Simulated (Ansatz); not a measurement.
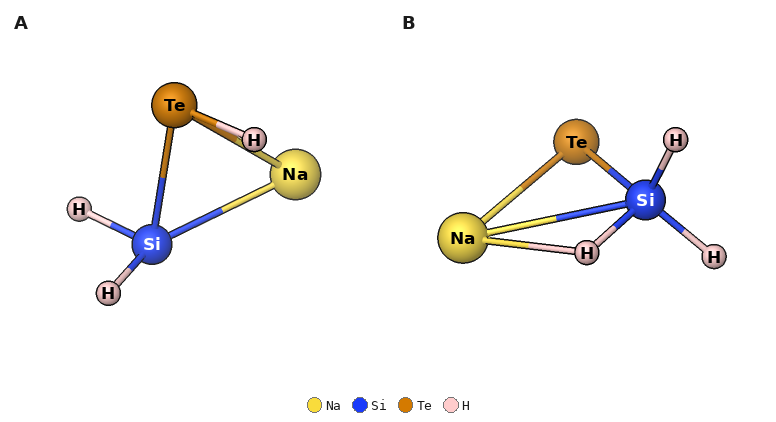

2 stationary structures of one formula. Geometries: PBE0-D4/def2-TZVP. Electronic energies: RHF-CCSD(T) (frozen core)/def2-TZVPP (Ansatz 0.2.0), without zero-point energy. No frequency run is at hand to confirm each as a minimum.

Rank them by energy, lowest first.

Answer. B is lowest (Cs); A lies 31.5 kcal/mol above it (C1).
